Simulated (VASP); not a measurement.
## Ba2BiSb2: Sb into a neighbouring Sb vacancy

Aim: the barrier for one hop in Ba2BiSb2: Sb into a neighbouring Sb vacancy. The start is a cell from a database of measured crystal structures.

Method: PBEsol; plane waves and PAW (Bi, Ba_sv, Sb), in VASP 6.6.1.

**1. The host crystal**

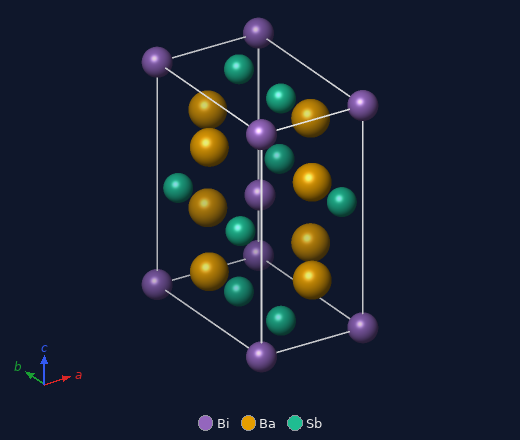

The starting structure, seen from a free direction (bismuth purple, barium orange, antimony teal). This picture shows the conventional cell, with its axes. Some periodic images of atoms are drawn too.

**2. Relax the host**

First cell and atoms are relaxed at a raised cutoff, so that later runs start from this functional's own cell.

Contents of INCAR:

```
SYSTEM = Ba2BiSb2
PREC = Accurate
ENCUT = 350
EDIFF = 1E-06
NELM = 120
ISMEAR = 1
SIGMA = 0.15
LREAL = .FALSE.
ALGO = Normal
GGA = PS
NBANDS = 23
LORBIT = 11
LWAVE = .FALSE.
LCHARG = .FALSE.
KPAR = 3
LASPH = .TRUE.
IBRION = 2
NSW = 40
ISIF = 3
EDIFFG = -0.02
POTIM = 0.4
```

Contents of POSCAR:

```
Ba2BiSb2
1.0
   -2.4013000000      3.8439000000      4.9500000000
    2.4013000000     -3.8439000000      4.9500000000
    2.4013000000      3.8439000000     -4.9500000000
Bi Ba Sb
1 2 2
Direct
    0.0000000000      0.0000000000      0.0000000000
    0.2797900000      0.7797900000      0.5000000000
    0.7202100000      0.2202100000      0.5000000000
    0.2984000000      0.5000000000      0.7984000000
    0.7016000000      0.5000000000      0.2016000000
```

Contents of KPOINTS:

```
Automatic mesh
0
Gamma
6 6 6
0 0 0
```

The projector-augmented-wave data sets are Bi, Ba_sv and Sb (PBE family, release 64).

On the command line:

```sh
$ mpirun -np 3 vasp_std
```

Log:

```text
[banner, memory and clock lines left out]
running    3 mpi-ranks, on    1 nodes
 distrk:  each k-point on    1 cores,    3 groups
 distr:  one band on    1 cores,    1 groups

 POSCAR found type information on POSCAR BiBaSb
 POSCAR found :  3 types and       5 ions
|                                                                             |
|               ----> ADVICE to this user running VASP <----                  |
|                                                                             |
|     You enforced a specific xc type in the INCAR file but a different       |
|     [... a line on the potential file left out ...]
|     I HOPE YOU KNOW WHAT YOU ARE DOING!                                     |
|                                                                             |

 LDA part: xc-table for (Slater+PW92), standard interpolation
 POSCAR, INCAR and KPOINTS ok, starting setup
 FFT: planning ... GRIDC
 FFT: planning ... GRID_SOFT
 FFT: planning ... GRID
 WAVECAR not read
 entering main loop
       N       E                     dE             d eps       ncg     rms          rms(c)
DAV:   1     0.190853989764E+03    0.19085E+03   -0.10759E+04  2116   0.897E+02
DAV:   2    -0.767337283560E+01   -0.19853E+03   -0.19409E+03  2963   0.205E+02
DAV:   3    -0.216855415399E+02   -0.14012E+02   -0.13892E+02  2879   0.598E+01
DAV:   4    -0.221394087286E+02   -0.45387E+00   -0.45340E+00  3221   0.983E+00
DAV:   5    -0.221460059628E+02   -0.65972E-02   -0.65969E-02  2854   0.122E+00    0.577E+00
DAV:   6    -0.219962245281E+02    0.14978E+00   -0.26731E-01  2658   0.216E+00    0.331E+00
DAV:   7    -0.219759208675E+02    0.20304E-01   -0.14485E-01  2662   0.166E+00    0.872E-01
DAV:   8    -0.219748393861E+02    0.10815E-02   -0.21966E-02  3104   0.694E-01    0.192E-01
DAV:   9    -0.219748886639E+02   -0.49278E-04   -0.21849E-03  2704   0.217E-01    0.720E-02
DAV:  10    -0.219749363812E+02   -0.47717E-04   -0.26975E-04  2898   0.767E-02    0.153E-02
DAV:  11    -0.219749461114E+02   -0.97301E-05   -0.31229E-05  2776   0.264E-02    0.122E-02
DAV:  12    -0.219749458441E+02    0.26724E-06   -0.44534E-06  2364   0.102E-02
   1 F= -.21974946E+02 E0= -.21975302E+02  d E =-.219749E+02
 curvature:   0.00 expect dE= 0.000E+00 dE for cont linesearch  0.000E+00
 trial: gam= 0.00000 g(F)=  0.446E-04 g(S)=  0.345E-01 ort = 0.000E+00 (trialstep = 0.100E+01)
 search vector abs. value=  0.346E-01
 bond charge predicted
       N       E                     dE             d eps       ncg     rms          rms(c)
DAV:   1    -0.220586254404E+02   -0.83679E-01   -0.26427E+00  2263   0.885E+00    0.118E+00
DAV:   2    -0.220152305976E+02    0.43395E-01   -0.10505E-01  2785   0.183E+00    0.615E-01
DAV:   3    -0.219957198226E+02    0.19511E-01   -0.78314E-02  2543   0.155E+00    0.163E-01
DAV:   4    -0.219963612022E+02   -0.64138E-03   -0.61095E-03  3299   0.333E-01    0.103E-01
DAV:   5    -0.219965026565E+02   -0.14145E-03   -0.38416E-04  2912   0.794E-02    0.644E-02
DAV:   6    -0.219965955677E+02   -0.92911E-04   -0.23141E-04  2621   0.766E-02    0.277E-02
DAV:   7    -0.219965724113E+02    0.23156E-04   -0.84373E-05  2632   0.409E-02    0.114E-02
DAV:   8    -0.219965737255E+02   -0.13142E-05   -0.10309E-05  2982   0.119E-02    0.189E-03
DAV:   9    -0.219965736387E+02    0.86833E-07   -0.55298E-07  1688   0.418E-03
   2 F= -.21996574E+02 E0= -.21996665E+02  d E =-.216278E-01
[...]
3 F= -.21997782E+02 E0= -.21997757E+02  d E =-.228362E-01
[...]
4 F= -.22000650E+02 E0= -.22000374E+02  d E =-.286783E-02
[...]
5 F= -.22001083E+02 E0= -.22000652E+02  d E =-.330052E-02
[...]
6 F= -.22001297E+02 E0= -.22000789E+02  d E =-.214912E-03
[...]
7 F= -.22001680E+02 E0= -.22000937E+02  d E =-.597351E-03
[...]
8 F= -.22001726E+02 E0= -.22000876E+02  d E =-.643605E-03
 curvature:  -3.56 expect dE=-0.877E-03 dE for cont linesearch -0.331E-06
 trial: gam= 1.19240 g(F)=  0.416E-04 g(S)=  0.205E-03 ort = 0.458E-05 (trialstep = 0.865E+00)
 search vector abs. value=  0.578E-03
 bond charge predicted
       N       E                     dE             d eps       ncg     rms          rms(c)
DAV:   1    -0.220021231658E+02   -0.39766E-03   -0.23128E-02  2158   0.777E-01    0.832E-02
DAV:   2    -0.220019648213E+02    0.15834E-03   -0.99973E-04  2718   0.168E-01    0.414E-02
DAV:   3    -0.220018844605E+02    0.80361E-04   -0.21776E-04  2779   0.808E-02    0.866E-03
DAV:   4    -0.220018843665E+02    0.93999E-07   -0.18652E-05  3397   0.178E-02    0.700E-03
DAV:   5    -0.220018834916E+02    0.87489E-06   -0.15487E-06  1816   0.606E-03
   9 F= -.22001883E+02 E0= -.22000977E+02  d E =-.157330E-03
 trial-energy change:   -0.000157  1 .order   -0.000163   -0.000218   -0.000107
 step:   1.7053(harm=  1.7053)  dis= 0.00344  next Energy=   -22.001941 (dE=-0.215E-03)
 reached required accuracy - stopping structural energy minimisation
```

Elapsed: 2.4 min, on 3 MPI ranks of Intel Xeon 6975P-C (Granite Rapids), shared host; peak memory 1 GiB.

Lines that name or quote the potential files are left out of all logs, and their timing lines are given in words.

From OUTCAR (step 2):

```text
ion  position               nearest neighbor table
   1  0.000  0.000  0.000-   4 3.32   5 3.32   4 3.32   5 3.32   2 3.67   3 3.67   3 3.67   2 3.67

  LATTYP: Found a body centered orthorhombic cell.
 ALAT       =     4.8026000000
 B/A-ratio  =     1.6007579228
 C/A-ratio  =     2.0613834173

 Subroutine GETGRP returns: Found  8 space group operations
 (whereof  8 operations were pure point group operations)

The static configuration has the point symmetry D_2h.

 Found     46 irreducible k-points:

   k-points           NKPTS =     46   k-points in BZ     NKDIM =     46   number of bands    NBANDS=     23

   dimension x,y,z NGX =    42 NGY =   42 NGZ =   42
   dimension x,y,z NGXF=    84 NGYF=   84 NGZF=   84

   ENCUT  =  350.0 eV  25.72 Ry    5.07 a.u.  10.24 10.24 10.24*2*pi/ulx,y,z

   NELECT =      35.0000    total number of electrons

 k-points in reciprocal lattice and weights: Automatic mesh
   0.00000000  0.00000000  0.00000000       0.005
   0.16666667  0.00000000  0.00000000       0.019
   0.33333333  0.00000000  0.00000000       0.019
   0.50000000  0.00000000  0.00000000       0.009
  -0.00000000  0.16666667  0.00000000       0.019
   0.16666667  0.16666667  0.00000000       0.037
   0.33333333  0.16666667  0.00000000       0.037
   0.50000000  0.16666667  0.00000000       0.037
  -0.33333333  0.16666667  0.00000000       0.037
[...]
-0.33333333 -0.33333333  0.33333333       0.009
   0.50000000  0.50000000  0.50000000       0.005

 average (electrostatic) potential at core
       1 -61.9134       2 -35.2990       3 -35.2990       4 -87.3074       5 -87.3074

 E-fermi :   4.6510

 k-point     1 :       0.0000    0.0000    0.0000
  band No.  band energies     occupation
    ...
     14       2.7034      2.00000
     15       2.9119      2.00000
     16       3.7788      2.00000
     17       3.8499      2.00000
     18       4.0325      2.00000
     19       4.7553      0.08334
     20       5.8164     -0.00000
     21       6.9859     -0.00000
     22       7.2255     -0.00000
     23       7.9918      0.00000

 k-point     2 :       0.1667    0.0000    0.0000
  band No.  band energies     occupation
    ...
     14       2.5814      2.00000
     15       2.7719      2.00000
     16       3.6744      2.00000
     17       3.9253      2.00000
     18       4.3151      2.00684
     19       5.0827     -0.00036
     20       5.8199     -0.00000
     21       6.6075     -0.00000
     22       7.0137     -0.00000
     23       8.0420      0.00000

 k-point     3 :       0.3333    0.0000    0.0000
  band No.  band energies     occupation
    ...
     13       2.0392      2.00000
     14       2.3203      2.00000
     15       2.5212      2.00000
     16       3.3584      2.00000
     17       4.1910      2.00013
     18       4.7988     -0.04700
     19       5.3042     -0.00000
     20       6.0013     -0.00000
     21       6.1950     -0.00000
     22       7.0584     -0.00000
    ...

  Total        0.0277322      0.0615222     -0.0032639      0.0000000      0.0000000      0.0000000
  in kB        0.2484011      0.5510627     -0.0292348      0.0000000      0.0000000      0.0000000
  external PRESSURE =       0.2567430 kB  Pullay stress =       0.0000000 kB

  energy-cutoff  :      350.00
  volume of cell :      178.87
      direct lattice vectors                 reciprocal lattice vectors
    -2.392132139  3.742056496  4.995579943     0.000000000  0.133616369  0.100088479
     2.392132139 -3.742056496  4.995579943     0.209018554  0.000000000  0.100088479
     2.392132139  3.742056496 -4.995579943     0.209018554  0.133616369  0.000000000

 POSITION                                       TOTAL-FORCE (eV/Angst)
 -----------------------------------------------------------------------------------
      0.00000      0.00000      0.00000        -0.000000      0.000000      0.000000
      2.39213     -0.00000      2.80572        -0.000000      0.000000      0.019896
      0.00000      3.74206      2.18986         0.000000     -0.000000     -0.019896
      2.39213      2.22283      0.00000        -0.000000     -0.000498      0.000000
      0.00000      1.51923      4.99558        -0.000000      0.000498      0.000000
 -----------------------------------------------------------------------------------
    total drift:                                0.000000      0.000000     -0.000000

  FREE ENERGIE OF THE ION-ELECTRON SYSTEM (eV)
  ---------------------------------------------------
  free  energy   TOTEN  =       -22.0018834916 eV

  energy  without entropy=      -21.9991655127  energy(sigma->0) =      -22.00097750

 reached required accuracy - stopping structural energy minimisation

 total charge
# of ion       s       p       d       tot
------------------------------------------
    1        1.734   1.929   0.067   3.729
    2        2.007   5.576   0.346   7.930
    3        2.007   5.576   0.346   7.930
    4        1.168   1.272   0.018   2.458
    5        1.168   1.272   0.018   2.458
--------------------------------------------------
tot          8.085  15.625   0.794  24.504

[... 3 further parts left out ...]
```

This run has no spin polarisation. Its electron count is odd, so without a moment it is a metal by construction. The k-mesh is coarse for a metal. Harder data sets than Ba_sv exist (the GW ones), and pressures, volumes and forces can shift noticeably with them. The PAW data sets were made with PBE, which is usual practice but a small mismatch for other functionals. The data set Bi keeps the semicore shell frozen, which is cheaper and a little less accurate. The run keeps the 8 symmetry operations of its start, so it cannot find a distortion of lower symmetry.

Step by step:

```tsv
step	energy less that of the first step (eV)	largest force (eV/Å)	pressure (GPa)	volume (Å³)
1	0.0000	0.0189	-0.78	182.76
2	-0.0216	0.0241	0.00	178.99
3	-0.0228	0.0279	0.24	177.93
4	-0.0257	0.0257	0.07	178.69
5	-0.0261	0.0250	-0.03	179.13
6	-0.0264	0.0225	0.00	179.04
7	-0.0267	0.0229	0.05	178.77
8	-0.0268	0.0229	0.08	178.64
9	-0.0269	0.0199	0.03	178.87
```

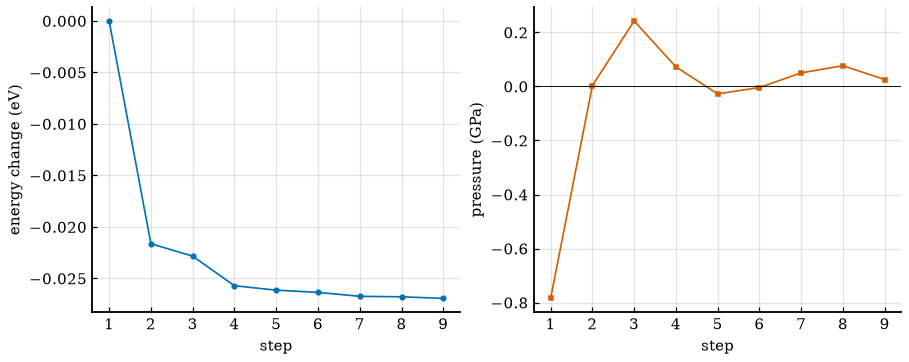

Energy and pressure along the relaxation.

```tsv
conventional cell, symmetrised	before	after	change
a (Å)	4.803	4.784	-0.4 %
b (Å)	7.688	7.484	-2.6 %
c (Å)	9.900	9.991	+0.9 %
volume (Å³/atom)	36.55	35.77	-2.1 %
```

The atoms that moved most (Å, as changes of fractional coordinates times the final cell):

```tsv
atom	dx	dy	dz	length
Sb4	0.000	-0.010	0.000	0.010
Sb5	0.000	0.010	0.000	0.010
Ba2	0.000	0.000	0.010	0.010
Ba3	0.000	0.000	-0.010	0.010
```

Final coordinates:

```
Bi Ba Sb
1.0
    -2.39213    3.74206    4.99558
     2.39213   -3.74206    4.99558
     2.39213    3.74206   -4.99558
Bi Ba Sb
1 2 2
Direct
  0.00000 0.00000 0.00000
  0.28082 0.78082 0.50000
  0.71918 0.21918 0.50000
  0.29701 0.50000 0.79701
  0.70299 0.50000 0.20299
```

This step gave:

| Quantity | Value |
| --- | --- |
| electronic steps | 61 |
| electrons | 35 |
| free energy (TOTEN) | -22.00 eV |
| energy at zero smearing | -22.00 eV |
| Fermi energy | 4.651 eV |
| metallic | yes |

The run ended after 9 ionic steps, 0.027 eV below its first step, once forces and stress met EDIFFG = -0.02.

(Continued in part 2 of 5.)

[Lines on the potential files, build, host, timing and source positions are cut from VASP's logs without a mark.]

[Logs are printed without paths, hosts, clocks, repeated set-up lines and the standing remarks that a program may print on its own settings, such as how far it seeks lower states.]

[Hosts, paths, dates, database ids (printed as entryN), source tags and the programs' standing remarks are cut or masked in the printed files.]

[Runs that stopped without an error message from VASP are left out.]
